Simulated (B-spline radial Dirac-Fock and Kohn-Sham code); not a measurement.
Aluminium (Z = 13). The calculation used a Dirac–Hartree–Slater potential of the neutral atom, no hole, surface-current nucleus (a radial B-spline solver).

Before looking at the plot, say what to expect. Its caption: Internal conversion coefficients by shell for electric multipoles at a transition energy of 438 keV (K and L shells).

The shells shown sum to 7.93 × 10⁻⁵ (E1), 3.15 × 10⁻⁴ (E2), 0.00110 (E3), 0.00367 (E4), 0.0120 (E5). The largest bar is K for E1, K for E2, K for E3, K for E4, K for E5.

The result:

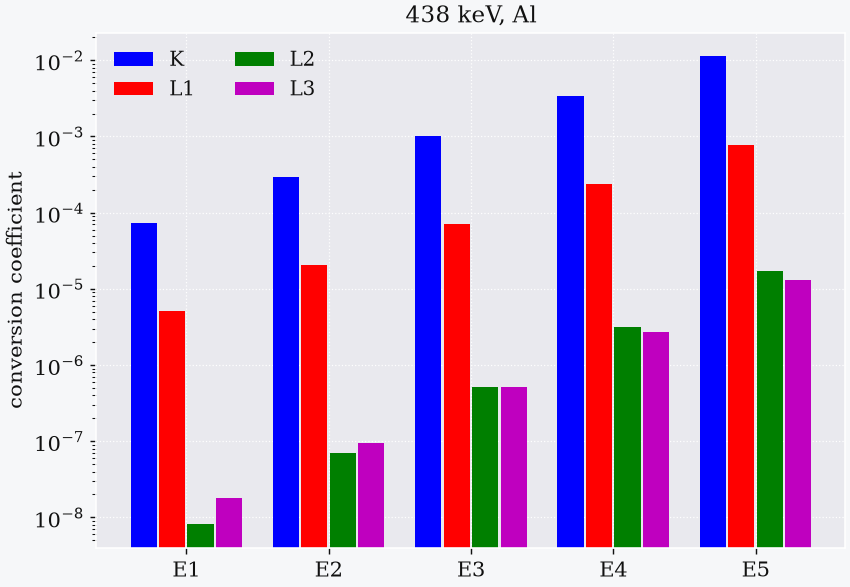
